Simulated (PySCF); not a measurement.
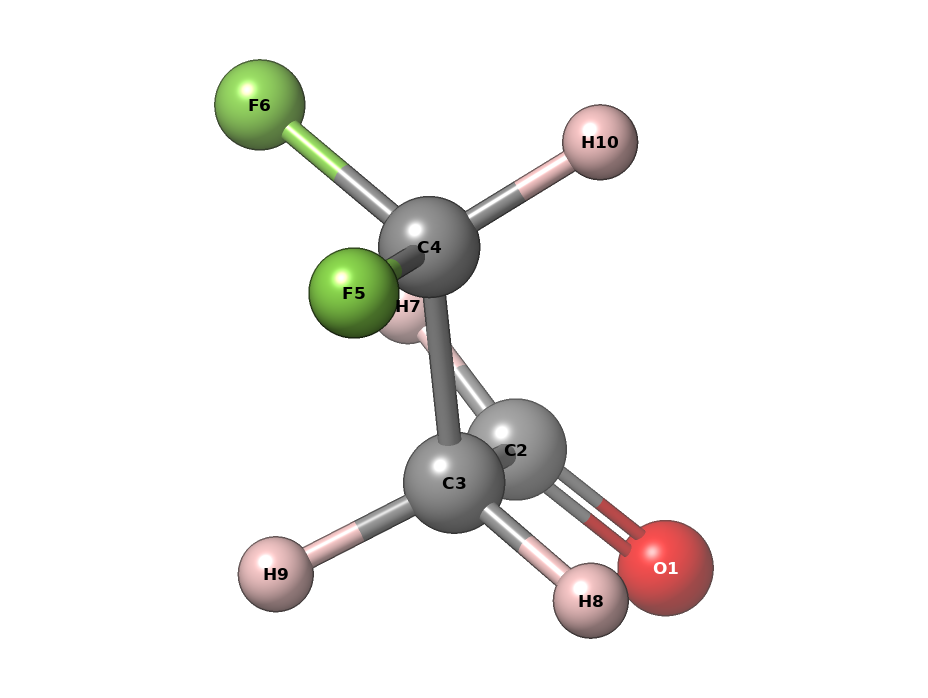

C2 lies behind C3. The molecule seen a little off the C3–C2 bond, C3 in front. Depth is shown by fading: the farther an atom, the more it takes the colour of the background. The geometry was computed by an optimisation with PBE0-D3(BJ)/def2-SVP. No frequency run is at hand to confirm it as a minimum.

> What is the torsion angle C4–C3–C2–O1? The sign is positive where the front bond must turn clockwise to cover the back bond.

136°, anticlinal.
